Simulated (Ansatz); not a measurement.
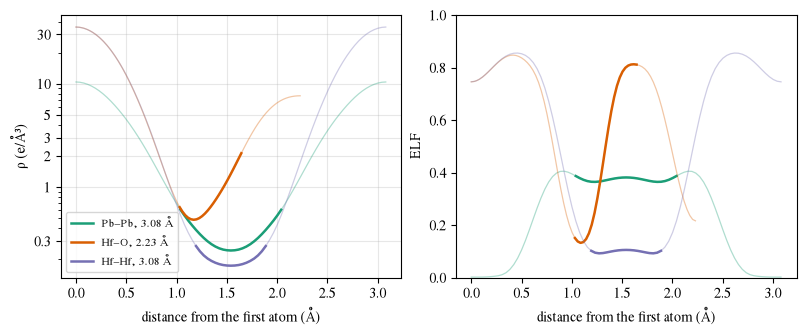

Hf₂PbO₃. Valence charge density (pseudo) and electron localisation function along straight lines between neighbouring atoms. Thin, pale parts lie inside the atomic spheres.

Space group P6/mmm; a structure generated by program, which may or may not match a known phase.

Computed with DFT PBE, scalar-relativistic, plane waves, PAW (Ansatz).

Core electrons are frozen (PAW), and the valence fields are smoothed inside the atomic spheres.

> What can be read from the curves?

Pb–Pb (3.08 Å): the density is about 0.24 e/Å³ at the midpoint; the ELF is about 0.40 at the midpoint.
Hf–O (2.23 Å): the density is about 0.5 e/Å³ at the midpoint; the ELF peaks at about 0.80 in the valence shell of O, 0.6 Å from its nucleus, and drops to about 0.15 between the two atoms (no shared electron pair shows on this line).
Hf–Hf (3.08 Å): ρ is about 0.17 e/Å³ halfway; the ELF is about 0.10 at the midpoint: no localised pair shows between them.
